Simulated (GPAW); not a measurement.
# AlN (F-43m): G0W0 with GPAW, start to end, part 2 of 2

Wanted: ground state, empty states, screening and self-energy for AlN (F-43m).

GPAW 26.7.0; LDA and many-body steps on it, plane waves. Known limits of the many-body steps: not at the basis limit.

So far. Step 3 (Bands along the symmetry lines): The gap is 3.231 eV, −0.005 eV from the run before at this level. Step 4 (Empty states on the mesh, 6×6×6 mesh, 119 bands): On this mesh the gap is 3.236 eV.

## 5. Screening and self-energy, 6×6×6 mesh, 109 bands, screening to 175 eV

G0W0 replaces the xc potential by the self-energy, built once from these orbitals. Only a window of levels is corrected, while the sums run over the empty bands that the input names.

This step: G0W0 on LDA, plane waves, PAW.

File run.py:

```python
import json
import numpy as np
from gpaw.mpi import world
from gpaw.response.g0w0 import G0W0

gw = G0W0('full.gpw',
    filename='gw',
    kpts=[0, 12],
    bands=(2, 6),
    ecut=175,
    nbands=109,
    integrate_gamma='WS',
    ppa=True)
gw.calculate()
res = {mode: {k: v for k, v in r.items() if k != 'sigma_eskwn'}
       for mode, r in gw.all_results.items()}

if world.rank == 0:
    with open('result.json', 'w') as f:
        json.dump(res, f, default=lambda x: x.tolist())
```

The run is started by

```bash
$ mpirun -n 4 gpaw python run.py
```

Numbers of over 12 decimals in the logs are rounded to 6 here.

What it wrote:

```text
Using integrator: PointIntegrator
FrequencyGridDescriptor(from 0.000+0.000j to 0.000+27.211j eV, 2 points)
Nonperiodic BCs:  [False False False]
Using integrator: PointIntegrator
FrequencyGridDescriptor(from 0.000+0.000j to 0.000+27.211j eV, 2 points)
Nonperiodic BCs:  [False False False]
  ___  _ _ _
 |   || | | |
 | | || | | |
 |__ ||_____|
 |___|

BZ k-points: Symmetries present (total): 24

  [... matrices ...]
216 k-points: 6 x 6 x 6 Monkhorst-Pack grid + [1/12,1/12,1/12]
16 k-points in the irreducible part of the Brillouin zone
       k-points in crystal coordinates                weights
   0:     0.00000000    0.00000000    0.00000000          1/216
   1:     0.16666667    0.16666667    0.00000000          6/216
   2:     0.16666667    0.16666667    0.16666667          8/216
   3:     0.33333333    0.16666667    0.16666667         12/216
   4:     0.33333333    0.33333333   -0.33333333         12/216
   5:     0.33333333    0.33333333    0.00000000          6/216
   6:     0.33333333    0.33333333    0.16666667         24/216
   7:     0.33333333    0.33333333    0.33333333          8/216
   8:     0.50000000    0.33333333   -0.33333333         24/216
   9:     0.50000000    0.33333333   -0.16666667         12/216
          ...
  15:     0.50000000    0.50000000    0.50000000          4/216

Distributing spins, k-points and bands (1 x 2 x 4) over 4 processes
Number of blocks: 1

Quasi particle states:
k-points (IBZ indices): [0, 12]
Band range: (2, 6)
  [... matrices ...]
Computational parameters:
Plane wave cut-off: 175 eV
Number of bands: 109
Coulomb cutoff: None
Broadening: 0.1 eV

fxc modes: GW
Kernel: RPA
Using Godby-Needs plasmon-pole approximation:
  Fitting energy: i*E0, E0 = 1.000 Hartree
Summing all q:

Calculating screened Coulomb potential
No Coulomb truncation
FrequencyGridDescriptor(from 0.000+0.000j to 0.000+27.211j eV, 2 points)
Removing empty qpoint cache files...

Calculating chi0 body with:
    Ground state adapter containing:
    Number of spins: 1
    Number of kpoints: 216
    Number of irreducible kpoints: 16
    Number of completely occupied states: 4
    Number of partially occupied states: 4
    Occupied states memory: 0.35595703125 M / cpu

    Linear response parametrization:
    q_c: [1.3877787807814457e-17, 1.3877787807814457e-17, 1.3877787807814457e-17]
    Number of frequency points: 2
    Planewave cutoff: 175.0
    Number of bands: 109
    Number of planewaves: 113
    Broadening (eta): 1e-06
    comm.size: 4
    kncomm.size: 4
    blockcomm.size: 1

    Memory estimate of potentially large arrays:
        chi0_wGG: 0.389679 M / cpu
Integrating chi0 body.

Symmetries of q_c:
    Direct symmetries (Uq -> q): 24
    Indirect symmetries (TUq -> q): 24
In total 48 allowed symmetries.

  [... matrices ...]
16 groups of equivalent kpoints. 92.592593% reduction.

Integral kind: response function
Integrating chi0 head and wings.

Symmetries of q_c:
    Direct symmetries (Uq -> q): 24
    Indirect symmetries (TUq -> q): 24
In total 48 allowed symmetries.

  [... matrices ...]
16 groups of equivalent kpoints. 92.592593% reduction.

Integral kind: response function wings

Calculating chi0 body with:
    Ground state adapter containing:
    Number of spins: 1
    Number of kpoints: 216
    Number of irreducible kpoints: 16
    Number of completely occupied states: 4
    Number of partially occupied states: 4
[... the further q-points ...]

Results:
f:      Occupation numbers
eps:     KS-eigenvalues [eV]
vxc:     KS vxc [eV]
exx:     Exact exchange [eV]
sigma:   Self-energies [eV]
dsigma:  Self-energy derivatives
Z:       Renormalization factors
qp:      QP-energies [eV]

k-point 0 (0): (0.000, 0.000, 0.000)                GW
band       f     eps     vxc     exx   sigma  dsigma       Z      qp
                                                                   GW
   2   1.000   5.693 -17.874 -21.641   2.818  -0.267   0.789   4.944
   3   1.000   5.693 -17.874 -21.641   2.818  -0.267   0.789   4.944
   4   0.000   9.943 -14.773  -9.994  -3.768  -0.221   0.819  10.771
   5   0.000  18.050 -13.461  -6.747  -4.999  -0.215   0.823  19.462

k-point 1 (12): (0.500, 0.500, 0.000)                GW
band       f     eps     vxc     exx   sigma  dsigma       Z      qp
                                                                   GW
   2   1.000   3.908 -16.755 -21.127   3.141  -0.271   0.787   2.939
   3   1.000   3.908 -16.755 -21.127   3.141  -0.271   0.787   2.939
   4   0.000   8.928 -10.624  -5.987  -3.757  -0.193   0.838   9.666
   5   0.000  14.109 -11.807  -6.115  -4.345  -0.190   0.841  15.242
```

It took 53 s on 4 MPI ranks of Arm Neoverse V1, shared host; peak memory 1 GiB.

This step gave:

```
G0W0 gap on the points computed              : 4.722 eV
least direct G0W0 gap on the computed points : 5.828 eV
Z at the valence top                         : 0.7895
Z at the conduction bottom                   : 0.8384
starting gap on the mesh                     : 3.236 eV
k of the valence top                         : 0, 0, 0
k of the conduction bottom                   : 0.5, 0.5, 0
```

The gap on the mesh goes from 3.24 eV to 4.72 eV, a correction of +1.49 eV.

Limits: finite bands, cutoff and mesh. v1 is the top filled band, c1 the lowest empty one. The levels before and after the correction (eV, zero at the valence-band top of each column):

```
           conduction bottom  valence top
Kohn-Sham               3.24         0.00
     G0W0               4.72         0.00
```

```
                       level  energy (eV)
Kohn-Sham            Γ v2-v1        0.000
Kohn-Sham               Γ c1        4.250
Kohn-Sham               Γ c2       12.357
Kohn-Sham  (0.5 0.5 0) v2-v1       -1.784
Kohn-Sham     (0.5 0.5 0) c1        3.236
Kohn-Sham     (0.5 0.5 0) c2        8.417
     G0W0            Γ v2-v1        0.000
     G0W0               Γ c1        5.828
     G0W0               Γ c2       14.518
     G0W0  (0.5 0.5 0) v2-v1       -2.004
     G0W0     (0.5 0.5 0) c1        4.722
     G0W0     (0.5 0.5 0) c2       10.298
```

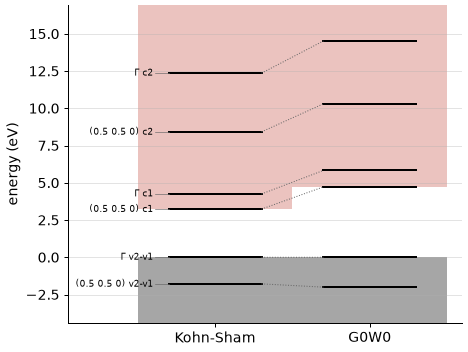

Levels before and after the correction. Shaded: valence and conduction bands.

## 6. Where the time went

Times are wall times on 4 MPI ranks of Arm Neoverse V1, shared host, good to a factor of about two.

```
                          step   time  share  memory (GiB)
                  ground state  4.8 s    7 %          0.57
bands along the symmetry lines  4.9 s    7 %           0.6
      empty states on the mesh  5.8 s    8 %          0.72
     screening and self-energy   53 s   77 %             1
```

## 7. Results

| Property | Result |
| --- | --- |
| LDA gap | 3.23 eV, indirect |
| G0W0 gap on the mesh | 4.72 eV |
| GW settings | 6×6×6 mesh, 109 bands, screening to 175 eV, Godby-Needs plasmon pole |
| known limits | not at the basis limit |

In words: G0W0 moves the gap on the mesh from 3.24 eV to 4.72 eV (+1.49 eV), with Z of 0.79 and 0.84 at the edges. Only 2 of the mesh's irreducible points were corrected, so a valley elsewhere could overtake. The dearest step here is «screening and self-energy». Bands and cutoff are finite, so the gap is not at the basis limit. The miss can reach some tenths of an eV and take either sign; the mesh is an error of its own. These stock PAW sets were not made for GW. In the G0W0 run levels were corrected at 2 k points alone, so a gap called «on the mesh» is the least over those, and an edge elsewhere would be missed.

[Paths, hosts, dates, memory and timing lines, banners, echoed tables and standing remarks are left out of the program output.]

[Logs are printed without paths, hosts, clocks, repeated set-up lines and the standing remarks that a program may print on its own settings, such as how far it seeks lower states.]

[Runs of the session that timed out or met a known fault of the program may be left out.]

[Hosts, paths, dates, database ids (printed as entryN), source tags and the programs' standing remarks are cut or masked in the printed files.]
